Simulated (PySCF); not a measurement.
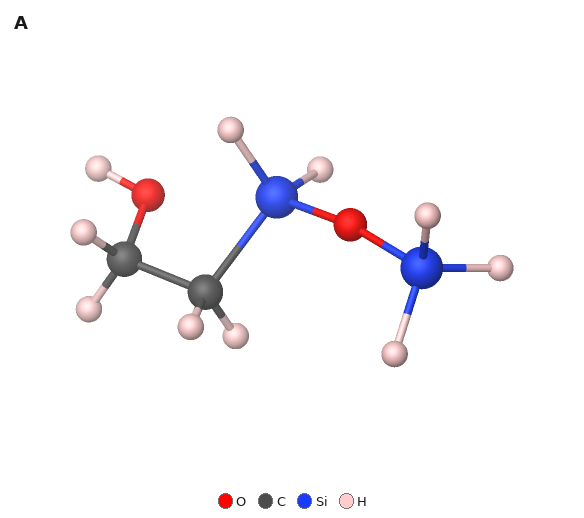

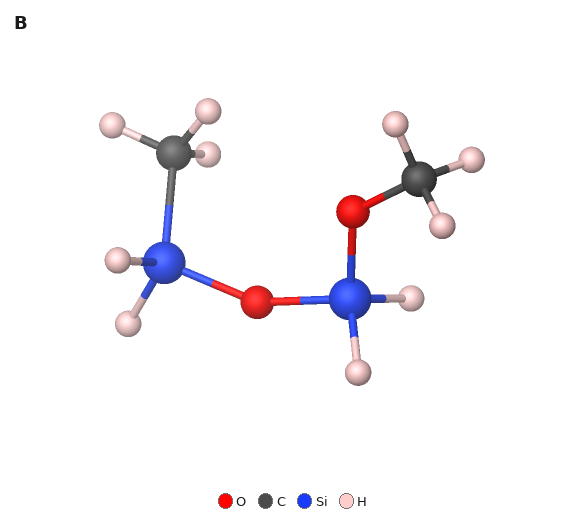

2 stationary structures of one formula. Geometries: GFN2-xTB. Electronic energies: CAM-B3LYP/def2-SVPD (PySCF 2.14.0), without zero-point energy. No frequency run is at hand to confirm each as a minimum. Each is one conformer, not always the lowest.

**How are they related?**

They are constitutional isomers of C2H10O2Si2: A `OCC[SiH2]O[SiH3]`, B `CO[SiH2]O[SiH2]C`.

**Which is lowest in energy, and by how much?**

B is lowest; A lies 1.300 eV above it.

The geometry is semi-empirical. Around Si such bond lengths and angles can be off by a tenth of an ångström or more and by several degrees, and values that hang on the shape move with them.
